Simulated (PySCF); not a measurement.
# C2H6BNS2: NMR shifts at several levels of theory, part 2 of 2

PySCF 2.14.0. Atoms count from 0. Earlier steps stand in the parts before.

### 9 Nuclear shieldings: wB97X-D/pcSseg-1

Job settings and geometry (Å):

```
{"job": {"kind": "nmr", "xc": "wB97X-D", "basis": "pcSseg-1", "pop": false}, "charge": 0, "multiplicity": 1}
N      2.510181     0.331621     0.556350
B      1.141734     0.148778     0.334876
S      0.324662    -1.479388     0.448796
C     -1.239528    -0.901930    -0.296289
C     -1.504994     0.524481     0.138201
S      0.011214     1.516341    -0.091334
H      2.943902     1.243526     0.587514
H      3.148087    -0.436126     0.713666
H     -1.153145    -0.966183    -1.392187
H     -2.043720    -1.578757     0.029673
H     -2.306367     0.983198    -0.460765
H     -1.795897     0.564154     1.199323
```

With the program's defaults for keys left out, this is: GIAO wB97X-D/pcSseg-1 NMR shielding, non-relativistic, gas phase.

Output:

```text
coarse grid: 11288 points
cycle   1  E = -955.7204697330  dE =  9.264e-01  |g| = 3.960e-01  |ddm| = 3.145e+00
cycle   2  E = -955.7429178760  dE = -2.245e-02  |g| = 3.544e-01  |ddm| = 7.097e-01
cycle   3  E = -955.7694441610  dE = -2.653e-02  |g| = 4.585e-02  |ddm| = 2.918e-01
cycle   4  E = -955.7700491934  dE = -6.050e-04  |g| = 1.949e-02  |ddm| = 7.080e-02
cycle   5  E = -955.7701489664  dE = -9.977e-05  |g| = 4.765e-03  |ddm| = 2.601e-02
cycle   6  E = -955.7701555674  dE = -6.601e-06  |g| = 1.228e-03  |ddm| = 8.850e-03
final grid: 100344 points
cycle   7  E = -955.8081206467  dE = -1.262e-04  |g| = 7.479e-03  |ddm| = 3.484e-02
cycle   8  E = -955.8081224788  dE = -1.832e-06  |g| = 6.929e-03  |ddm| = 9.271e-03
cycle   9  E = -955.8081316680  dE = -9.189e-06  |g| = 6.848e-04  |ddm| = 4.101e-03
cycle  10  E = -955.8081317860  dE = -1.179e-07  |g| = 2.323e-04  |ddm| = 1.035e-03
cycle  11  E = -955.8081318032  dE = -1.721e-08  |g| = 8.972e-05  |ddm| = 4.445e-04
cycle  12  E = -955.8081318060  dE = -2.801e-09  |g| = 1.868e-05  |ddm| = 1.495e-04
cycle  13  E = -955.8081318062  dE = -2.124e-10  |g| = 8.115e-06  |ddm| = 5.842e-05
converged SCF energy = -955.8081318062

GIAO shielding tensors (ppm)
atom      isotropic    diamagn.    paramagn.     s11        s22        s33       span
  0 N      186.503     314.920    -128.416    113.569    219.913    226.028    112.459
  1 B       55.804     195.119    -139.316     30.511     47.019     89.881     59.369
  2 S      530.441    1058.170    -527.729    443.279    506.624    641.420    198.141
  3 C      144.270     250.305    -106.034    107.899    159.588    165.323     57.424
  4 C      144.291     250.379    -106.089    107.923    159.657    165.292     57.370
  5 S      530.121    1058.243    -528.122    442.379    507.082    640.904    198.525
  6 H       28.073      28.977      -0.904     21.518     25.673     37.029     15.511
  7 H       28.063      28.928      -0.865     21.510     25.671     37.007     15.497
  8 H       28.662      30.540      -1.878     23.142     26.939     35.906     12.764
  9 H       28.687      29.557      -0.870     22.726     26.515     36.818     14.092
 10 H       28.678      29.665      -0.987     22.727     26.508     36.799     14.072
 11 H       28.660      30.268      -1.608     23.139     26.930     35.912     12.773
```

It took 26 s on 1 thread of Arm Neoverse N1, shared host; peak memory 0.8 GiB.

Key values: δ C3 40.3, N0 77.5, B1 45.8, S2 -37, H6 3.31, H8 2.71 ppm (means over like atoms).

### 10 Shielding tensors: LC-wPBE/pcSseg-1

The job, as its differences from that of step 9:

```diff
@@ -1,2 +1,2 @@
-{"job": {"kind": "nmr", "xc": "wB97X-D", "basis": "pcSseg-1", "pop": false}, "charge": 0, "multiplicity": 1}
+{"job": {"kind": "nmr", "xc": "LC-wPBE", "basis": "pcSseg-1", "pop": false}, "charge": 0, "multiplicity": 1}
 N      2.510181     0.331621     0.556350
```

Level: GIAO LC-wPBE/pcSseg-1 NMR shielding, non-relativistic, gas phase.

Output:

```text
coarse grid: 11288 points
cycle   1  E = -955.4235946213  dE =  1.039e+00  |g| = 4.263e-01  |ddm| = 3.143e+00
cycle   2  E = -955.4592113829  dE = -3.562e-02  |g| = 3.401e-01  |ddm| = 7.014e-01
cycle   3  E = -955.4842218488  dE = -2.501e-02  |g| = 4.789e-02  |ddm| = 2.847e-01
cycle   4  E = -955.4850676956  dE = -8.458e-04  |g| = 1.714e-02  |ddm| = 8.160e-02
cycle   5  E = -955.4851582180  dE = -9.052e-05  |g| = 6.605e-03  |ddm| = 2.790e-02
cycle   6  E = -955.4851724382  dE = -1.422e-05  |g| = 1.410e-03  |ddm| = 1.092e-02
cycle   7  E = -955.4851734209  dE = -9.827e-07  |g| = 6.487e-04  |ddm| = 3.725e-03
final grid: 100344 points
cycle   8  E = -955.5349616885  dE = -4.499e-05  |g| = 1.018e-02  |ddm| = 2.841e-02
cycle   9  E = -955.5349665640  dE = -4.875e-06  |g| = 7.575e-03  |ddm| = 1.083e-02
cycle  10  E = -955.5349764972  dE = -9.933e-06  |g| = 7.524e-04  |ddm| = 5.229e-03
cycle  11  E = -955.5349766070  dE = -1.098e-07  |g| = 1.875e-04  |ddm| = 5.676e-04
cycle  12  E = -955.5349766189  dE = -1.187e-08  |g| = 7.094e-05  |ddm| = 2.746e-04
cycle  13  E = -955.5349766208  dE = -1.926e-09  |g| = 1.958e-05  |ddm| = 1.098e-04
cycle  14  E = -955.5349766210  dE = -2.112e-10  |g| = 6.320e-06  |ddm| = 4.759e-05
converged SCF energy = -955.5349766210

GIAO shielding tensors (ppm)
atom      isotropic    diamagn.    paramagn.     s11        s22        s33       span
  0 N      189.238     314.303    -125.065    113.678    225.590    228.446    114.768
  1 B       54.637     194.785    -140.148     25.990     44.032     93.891     67.901
  2 S      545.588    1057.951    -512.363    462.514    511.012    663.238    200.724
  3 C      151.808     250.188     -98.380    117.050    165.814    172.561     55.511
  4 C      151.826     250.256     -98.430    117.085    165.874    172.520     55.434
  5 S      545.180    1058.011    -512.831    461.537    511.320    662.683    201.146
  6 H       27.996      28.901      -0.905     21.413     25.504     37.072     15.658
  7 H       27.986      28.851      -0.865     21.405     25.502     37.050     15.645
  8 H       28.732      30.436      -1.704     23.183     26.862     36.153     12.969
  9 H       28.761      29.559      -0.798     22.650     26.421     37.212     14.562
 10 H       28.753      29.649      -0.896     22.651     26.414     37.194     14.542
 11 H       28.731      30.193      -1.462     23.179     26.853     36.160     12.981
```

It took 36 s on 1 thread of Arm Neoverse N1, shared host; peak memory 0.8 GiB.

Key values: δ C3 36.7, N0 78.5, B1 46.6, S2 -52, H6 3.34, H8 2.58 ppm (means over like atoms).

### 11 NMR shieldings: PBE0/6-31G

The job, as its differences from that of step 10:

```diff
@@ -1,2 +1,2 @@
-{"job": {"kind": "nmr", "xc": "LC-wPBE", "basis": "pcSseg-1", "pop": false}, "charge": 0, "multiplicity": 1}
+{"job": {"kind": "nmr", "xc": "PBE0", "basis": "6-31G", "pop": true}, "charge": 0, "multiplicity": 1}
 N      2.510181     0.331621     0.556350
```

Level: GIAO PBE0/6-31G NMR shielding, non-relativistic, gas phase.

Output:

```text
coarse grid: 11288 points
cycle   1  E = -955.3606504435  dE =  8.295e-01  |g| = 3.440e-01  |ddm| = 3.573e+00
cycle   2  E = -955.3574980447  dE =  3.152e-03  |g| = 3.940e-01  |ddm| = 9.056e-01
cycle   3  E = -955.3926069779  dE = -3.511e-02  |g| = 5.991e-02  |ddm| = 3.824e-01
cycle   4  E = -955.3935371037  dE = -9.301e-04  |g| = 1.481e-02  |ddm| = 9.134e-02
cycle   5  E = -955.3936031194  dE = -6.602e-05  |g| = 3.237e-03  |ddm| = 2.534e-02
cycle   6  E = -955.3936062850  dE = -3.166e-06  |g| = 1.120e-03  |ddm| = 7.055e-03
final grid: 100344 points
cycle   7  E = -955.3225606419  dE = -4.909e-06  |g| = 1.011e-02  |ddm| = 2.732e-02
cycle   8  E = -955.3225372910  dE =  2.335e-05  |g| = 1.387e-02  |ddm| = 2.726e-02
cycle   9  E = -955.3225889654  dE = -5.167e-05  |g| = 5.015e-04  |ddm| = 1.585e-02
cycle  10  E = -955.3225890328  dE = -6.740e-08  |g| = 1.253e-04  |ddm| = 7.262e-04
cycle  11  E = -955.3225890365  dE = -3.718e-09  |g| = 4.202e-05  |ddm| = 2.048e-04
cycle  12  E = -955.3225890370  dE = -4.879e-10  |g| = 1.242e-05  |ddm| = 6.699e-05
converged SCF energy = -955.3225890370

GIAO shielding tensors (ppm)
atom      isotropic    diamagn.    paramagn.     s11        s22        s33       span
  0 N      197.761     321.586    -123.825    126.379    231.234    235.670    109.292
  1 B       72.114     203.535    -131.421     53.179     61.733    101.429     48.250
  2 S      589.690    1056.534    -466.844    504.006    582.673    682.393    178.387
  3 C      159.646     251.923     -92.277    121.292    176.562    181.084     59.792
  4 C      159.687     251.868     -92.181    121.371    176.624    181.065     59.694
  5 S      589.411    1056.604    -467.193    503.467    582.574    682.192    178.725
  6 H       29.552      29.742      -0.191     22.823     26.921     38.911     16.087
  7 H       29.541      29.707      -0.166     22.814     26.921     38.888     16.074
  8 H       29.648      30.403      -0.755     23.929     27.816     37.197     13.268
  9 H       29.734      30.719      -0.985     23.579     27.433     38.190     14.612
 10 H       29.725      30.663      -0.938     23.582     27.423     38.172     14.590
 11 H       29.649      30.500      -0.850     23.928     27.810     37.210     13.282
```

Wall time 11 s (1 thread of Arm Neoverse N1, shared host); peak memory 0.48 GiB.

This run: δ C3 39.9, N0 62.9, B1 41.0, S2 -49, H6 3.07, H8 2.92 ppm (means over like atoms).

### 12 Nuclear shieldings: PBE0/STO-3G

The job, as its differences from that of step 11:

```diff
@@ -1,2 +1,2 @@
-{"job": {"kind": "nmr", "xc": "PBE0", "basis": "6-31G", "pop": true}, "charge": 0, "multiplicity": 1}
+{"job": {"kind": "nmr", "xc": "PBE0", "basis": "STO-3G", "pop": true}, "charge": 0, "multiplicity": 1}
 N      2.510181     0.331621     0.556350
```

Method: GIAO PBE0/STO-3G NMR shielding, non-relativistic, gas phase.

Output:

```text
coarse grid: 11288 points
cycle   1  E = -944.6909486511  dE =  4.039e-01  |g| = 3.791e-01  |ddm| = 4.601e+00
cycle   2  E = -944.6976733289  dE = -6.725e-03  |g| = 3.940e-01  |ddm| = 1.096e+00
cycle   3  E = -944.7449060531  dE = -4.723e-02  |g| = 4.174e-02  |ddm| = 5.519e-01
cycle   4  E = -944.7455634505  dE = -6.574e-04  |g| = 5.507e-03  |ddm| = 7.632e-02
cycle   5  E = -944.7455718345  dE = -8.384e-06  |g| = 3.499e-03  |ddm| = 1.418e-02
cycle   6  E = -944.7455759221  dE = -4.088e-06  |g| = 1.489e-04  |ddm| = 5.394e-03
final grid: 100344 points
cycle   7  E = -944.7277737904  dE = -2.103e-06  |g| = 6.645e-03  |ddm| = 1.976e-02
cycle   8  E = -944.7277701139  dE =  3.676e-06  |g| = 7.393e-03  |ddm| = 2.194e-02
cycle   9  E = -944.7277896187  dE = -1.950e-05  |g| = 8.445e-05  |ddm| = 1.159e-02
cycle  10  E = -944.7277896204  dE = -1.688e-09  |g| = 4.597e-05  |ddm| = 1.861e-04
cycle  11  E = -944.7277896211  dE = -7.660e-10  |g| = 8.506e-06  |ddm| = 7.934e-05
converged SCF energy = -944.7277896211

GIAO shielding tensors (ppm)
atom      isotropic    diamagn.    paramagn.     s11        s22        s33       span
  0 N      260.662     311.433     -50.771    220.454    276.627    284.905     64.450
  1 B       77.556     205.620    -128.064     50.370     66.958    115.340     64.969
  2 S      699.493    1045.692    -346.199    651.554    687.329    759.597    108.044
  3 C      195.909     247.461     -51.552    163.902    207.821    216.004     52.102
  4 C      195.926     247.256     -51.330    163.992    207.770    216.017     52.025
  5 S      699.122    1045.763    -346.641    650.995    687.823    758.549    107.554
  6 H       29.831      29.360       0.470     22.816     27.534     39.142     16.326
  7 H       29.824      29.329       0.495     22.813     27.536     39.123     16.310
  8 H       31.225      31.712      -0.487     26.391     28.347     38.937     12.546
  9 H       31.185      29.956       1.229     24.879     28.276     40.401     15.522
 10 H       31.179      30.050       1.129     24.882     28.270     40.384     15.502
 11 H       31.227      31.210       0.016     26.381     28.345     38.953     12.572
```

It took 5.7 s on 1 thread of Arm Neoverse N1, shared host; peak memory 0.43 GiB.

In short: δ C3 38.8, N0 34.0, B1 51.2, S2 -75, H6 2.78, H8 1.40 ppm (means over like atoms).

### 13 Run by run: NMR shifts

Shifts (ppm), means over like atoms, with basis size and wall time:

```tsv
run	C3	H6	H8	N0	B1	S2	functions	time
PBE0/pcSseg-1	41.7	3.34	2.82	80.7	45.2	-28	146	19 s
mPW1PW91/pcSseg-1	41.8	3.33	2.82	80.0	45.5	-28	146	19 s
WP04/pcSseg-1	45.0	3.22	2.72	71.4	49.8	-10	146	19 s
B97-2/pcSseg-1	41.9	3.28	2.83	77.0	44.2	-26	146	18 s
BHandHLYP/pcSseg-1	39.9	3.27	2.70	77.0	49.7	-45	146	18 s
CAM-B3LYP/pcSseg-1	40.5	3.25	2.70	80.8	48.9	-30	146	26 s
wB97X-D/pcSseg-1	40.3	3.31	2.71	77.5	45.8	-37	146	26 s
LC-wPBE/pcSseg-1	36.7	3.34	2.58	78.5	46.6	-52	146	36 s
PBE0/6-31G	39.9	3.07	2.92	62.9	41.0	-49	74	11 s
PBE0/STO-3G	38.8	2.78	1.40	34.0	51.2	-75	44	5.7 s
```

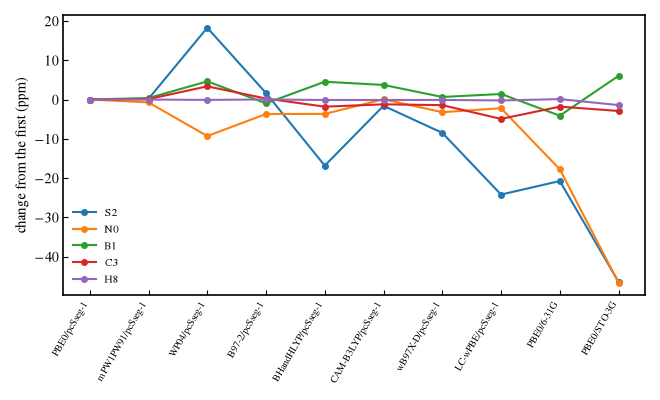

How five of the tabulated atoms move from run to run.

### 14 Results

The summary covers parts 1 to 2.

```
                                                               quantity                                             value
                                                            point group                                                C2
                                   rotational constants (main isotopes)                              2.92, 2.63, 1.44 GHz
13C shifts against TMS (PBE0/pcSseg-1, means over atoms taken as alike)                                          41.7 ppm
 1H shifts against TMS (PBE0/pcSseg-1, means over atoms taken as alike)                                    3.34, 2.82 ppm
                                 15N shifts against NH3 (PBE0/pcSseg-1)                                          80.7 ppm
                            11B shifts against BF3·OEt2 (PBE0/pcSseg-1)                                          45.2 ppm
33S shifts against CS2 (PBE0/pcSseg-1, means over atoms taken as alike)                                           -28 ppm
   range of the shift of S2 (with its like atoms) (minimal bases aside)                                    -52 to -10 ppm
                                          property runs in this session  10, of which 0 failed and 1 gave unsound results
```

What this shows: Single values in the summary come from the first sound run of each kind (PBE0/pcSseg-1), which need not be the best level. The start of the PBE0/def2-SVP relaxation was shaken at random by about 0.01 Å, so part of the energy gained, and of the first lengths quoted, undoes that. Relaxing lowered the energy by 0.099 eV in 6 steps; the close pair that moved most is S2–C3, from 1.788 to 1.826 Å. At PBE0/pcSseg-1: Shielding is most anisotropic at S2, S5 (span 188 ppm, paramagnetic term -534 ppm). Leaving out the minimal-basis runs, which are unusable for shieldings: In ppm, S2 (with its like atoms) moves most: its shift spreads over 42 ppm, from -52 (LC-wPBE/pcSseg-1) to -10 (WP04/pcSseg-1).
